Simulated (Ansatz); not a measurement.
**UBHLYP/def2-TZVP (core potential) run of SnH3O (SMILES [OH][SnH2])**

What is the vertical doublet–quartet gap of SnH3O at UBHLYP/def2-TZVP (core potential)? 

The calculation is run with Ansatz 0.2.0.

28 further runs of the same task are left out: 28 set aside as unsound or not needed. Runs told in other sessions of the task aren't counted.

## 1. Starting point

SnH3O: 5 atoms, total charge 0, spin state doublet. As SMILES, `[OH][SnH2]`. The coordinates come from a PBE0-D4/def2-TZVP relaxation. This is one conformer, not always the lowest.

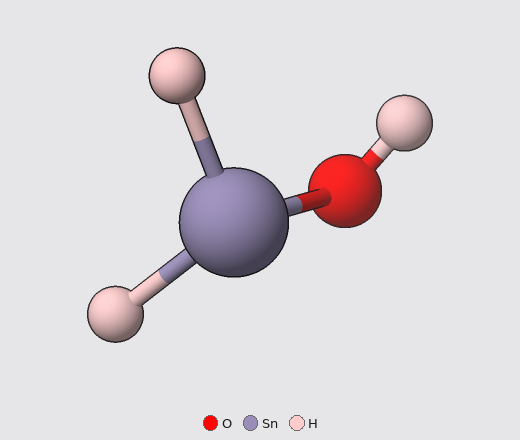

The structure, seen from a chosen angle (oxygen red, tin purple, hydrogen pink).

## 2. A single-point energy at UBHLYP/def2-TZVP (core potential)

Contents of molecule.yaml:

```yaml
crystal:
  periodic: [false, false, false]
  atoms:
    - {symbol: O, position_ang: [0.707400, -0.732900, 0.861900]}
    - {symbol: Sn, position_ang: [0.104500, 0.308800, -0.705500]}
    - {symbol: H, position_ang: [0.368600, -1.631300, 0.873200]}
    - {symbol: H, position_ang: [-1.606800, 0.061300, -0.845900]}
    - {symbol: H, position_ang: [0.476300, 1.920400, -0.224900]}
basis:
  gaussian:
    orbitals: def2-TZVP
magnetization:
  spin_polarized: true
  initial_magnetization: 1
hamiltonian:
  xc: {name: BHLYP}
accuracy: high
output: {orbitals: {seedname: orbitals}}
```

Command:

```bash
$ ansatz run molecule.yaml --threads 1 --pin off --max-ram 2610MiB --events-out events.jsonl --progress --plain --runs-dir runs
```

The log of the run:

```text
Warning: RAYON_NUM_THREADS=1 ignored (pool sized by the plan → 1); use --threads N
Functional definition: BHLYP
  name "BHLYP"
  parameter a = 0.5
  exchange = (1 - a)*b88_x + a*exact_x
  correlation = lyp_c
1887 factors; integrals over basis functions are off by at most 3.8e-9 eV
mean field evaluation 1: about -7919.6216 eV, gradient 3.7e1 eV
mean field evaluation 2: about -7907.5402 eV, gradient 6.6e1 eV
mean field evaluation 4: about -7924.3822 eV, gradient 1.2e0 eV
mean field evaluation 8: about -7924.4178 eV, gradient 5.5e-2 eV
mean field evaluation 16: about -7924.4179 eV, gradient 4.2e-4 eV
mean field -7924.41788967 eV, -291.2169860821 hartree, gradient 4.3e-8 eV, S^2 0.754717; 0 other end points of the search recorded, 0 dependent functions left out
reference -7924.41791435 eV, -291.2169869888 hartree; 17, 16 occupied and 82, 83 virtual orbitals, 1887 factors
Total energy: -7924.41791435 eV, -291.2169869888 hartree
```

It took 5.1 s on 1 thread of AMD EPYC 9R45 (Zen 5), shared host; peak memory 0.39 GiB.

## 3. The quartet

Contents of molecule.yaml:

```yaml
crystal:
  periodic: [false, false, false]
  atoms:
    - symbol: O
      position_ang: [0.707400, -0.732900, 0.861900]
    - symbol: Sn
      position_ang: [0.104500, 0.308800, -0.705500]
    - symbol: H
      position_ang: [0.368600, -1.631300, 0.873200]
    - symbol: H
      position_ang: [-1.606800, 0.061300, -0.845900]
    - symbol: H
      position_ang: [0.476300, 1.920400, -0.224900]
basis:
  gaussian: {orbitals: def2-TZVP}
magnetization: {spin_polarized: true, initial_magnetization: 3}
hamiltonian: {xc: {name: BHLYP}}
output: {orbitals: {seedname: orbitals}}
accuracy: high
```

Command:

```bash
$ ansatz run molecule.yaml --threads 1 --pin off --max-ram 2610MiB --events-out events.jsonl --progress --plain --runs-dir runs
```

The log of the run:

```text
Warning: RAYON_NUM_THREADS=1 ignored (pool sized by the plan → 1); use --threads N
Functional definition: BHLYP
  name "BHLYP"
  parameter a = 0.5
  exchange = (1 - a)*b88_x + a*exact_x
  correlation = lyp_c
1887 factors; integrals over basis functions are off by at most 3.8e-9 eV
mean field evaluation 1: about -7911.4732 eV, gradient 4.0e1 eV
mean field evaluation 2: about -7873.4758 eV, gradient 9.6e1 eV
mean field evaluation 4: about -7917.6918 eV, gradient 4.2e0 eV
mean field evaluation 8: about -7917.9587 eV, gradient 2.7e0 eV
mean field evaluation 16: about -7918.4097 eV, gradient 2.6e-1 eV
mean field evaluation 32: about -7918.2529 eV, gradient 8.7e-1 eV
mean field -7918.41140546 eV, -290.9962518587 hartree, gradient 3.0e-8 eV, S^2 3.757032; 2 other end points of the search recorded, 0 dependent functions left out
reference -7918.41142867 eV, -290.9962527115 hartree; 18, 15 occupied and 81, 84 virtual orbitals, 1887 factors
Total energy: -7918.41142867 eV, -290.9962527115 hartree
```

Run time: 7.5 s. Hardware: 1 thread of AMD EPYC 9R45 (Zen 5), shared host; peak memory 0.41 GiB.

## 4. What came out

At UBHLYP/def2-TZVP (core potential):

| quantity | value |
| --- | --- |
| doublet: total energy | -291.21699 Eh |
| doublet: HOMO energy (highest over α and β) | -7.13 eV |
| doublet: LUMO energy (lowest over α and β) | -2.43 eV |
| doublet: ⟨S²⟩ | 0.755 |
| quartet: total energy | -290.99625 Eh |
| quartet: HOMO energy (highest over α and β) | -3.62 eV |
| quartet: ⟨S²⟩ | 3.757 |
| vertical energy of the quartet above the doublet | 6.006 eV |

At this shape the quartet lies 6.01 eV (139 kcal/mol) above the doublet.
